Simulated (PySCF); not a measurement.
```xyz
16

F    -0.1679    0.5432    1.9262
B    -1.2173    0.1603    1.1600
F    -2.2573   -0.2177    1.8578
C    -0.9683    0.1974   -0.3783
C    -0.1228   -1.0613   -0.7639
C     1.1977   -1.1351    0.0380
Al    1.4113    0.8124    0.5284
C    -0.0877    1.4538   -0.6619
H    -1.8778    0.1856   -0.9881
H     0.1048   -0.9644   -1.8270
H    -0.7315   -1.9603   -0.6340
H     1.0464   -1.7767    0.9200
H     1.9433   -1.6617   -0.5659
H     2.3009    1.5617    1.5211
H     0.0721    1.5163   -1.7454
H    -0.6536    2.3554   -0.3984
```

Geometry: GFN2-xTB.

Theory: PBE0/def2-SVPD, SCF density, gas phase (PySCF 2.14.0).

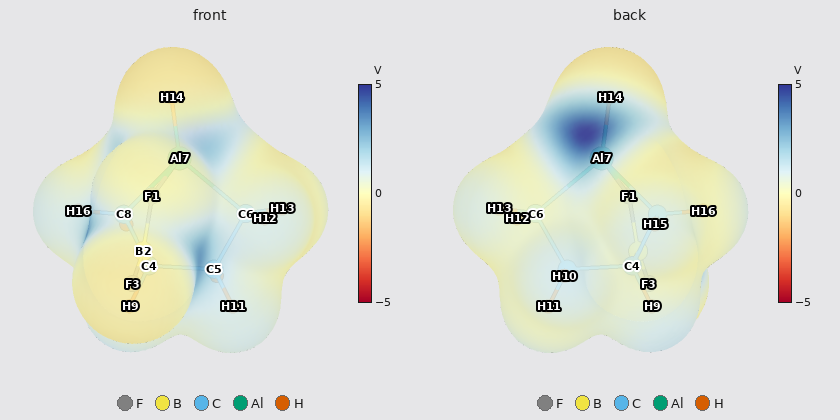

C$_{4}$H$_{8}$AlBF$_{2}$. The molecular electrostatic potential painted on the density surface at 0.004 e/bohr³, seen from the front and from behind; red is negative and blue positive.

### Where is the surface potential most negative and most positive?

The most negative region (about −0.6 V) lies over H14, the most positive (about +4.3 V) over Al7.
